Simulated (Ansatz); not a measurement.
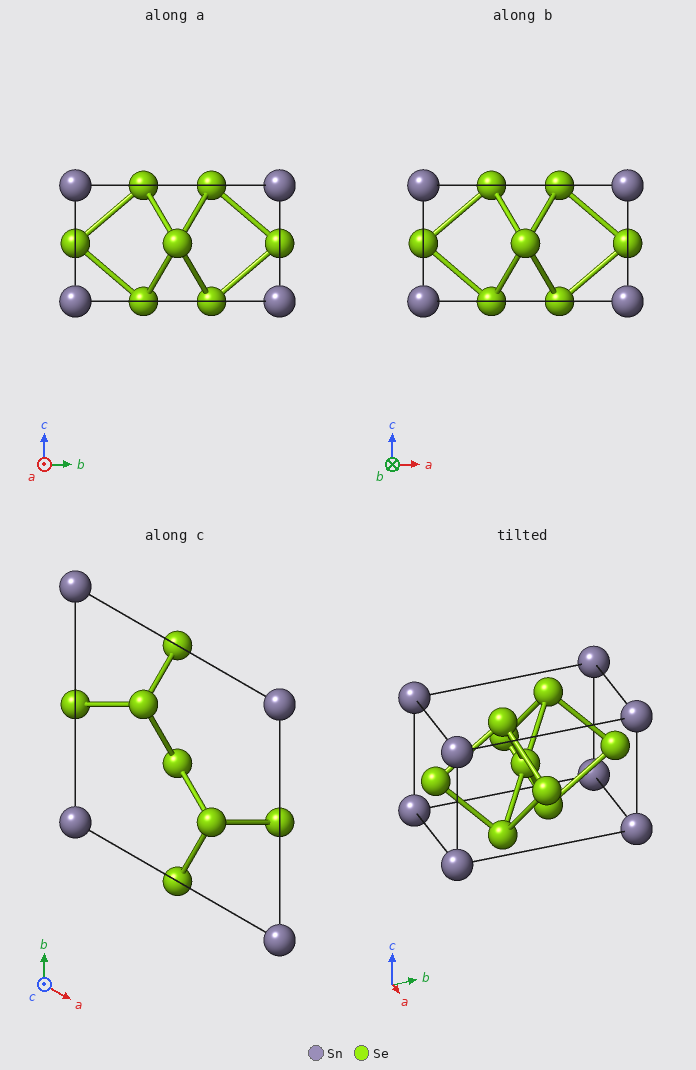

The figure gives a ball-and-stick picture of the atoms, viewed along the a axis, along the b axis, along the c axis and slightly off an axis. The lines enclose the conventional unit cell; boundary atoms appear with their images.

Lattice parameters: a = 7.2153 Å, b = 7.2153 Å, c = 3.5503 Å, α = 90.000°, β = 90.000°, γ = 120.000°.

> Convert the drawing into a CIF in P1 with every atom of the cell.

```cif
data_structure
_symmetry_space_group_name_H-M 'P 1'
_symmetry_Int_Tables_number 1
_cell_length_a 7.2153
_cell_length_b 7.2153
_cell_length_c 3.5503
_cell_angle_alpha 90.000
_cell_angle_beta 90.000
_cell_angle_gamma 120.000
_cell_volume 160.07
loop_
_atom_site_label
_atom_site_type_symbol
_atom_site_fract_x
_atom_site_fract_y
_atom_site_fract_z
_atom_site_occupancy
Sn1 Sn 0.0000 0.0000 0.0000 1
Se1 Se 0.3333 0.6667 0.0000 1
Se2 Se 0.6667 0.3333 0.0000 1
Se3 Se 0.5000 0.0000 0.5000 1
Se4 Se 0.5000 0.5000 0.5000 1
Se5 Se 0.0000 0.5000 0.5000 1
```

The model was built from a structure type filled with these elements by a generator (whether the compound takes this form wasn't checked). Earlier steps of the study, as a rule a relaxation of our own, may have changed the cell and positions, so they can lie some per cent off the listed ones. A calculation with Ansatz used it as input.
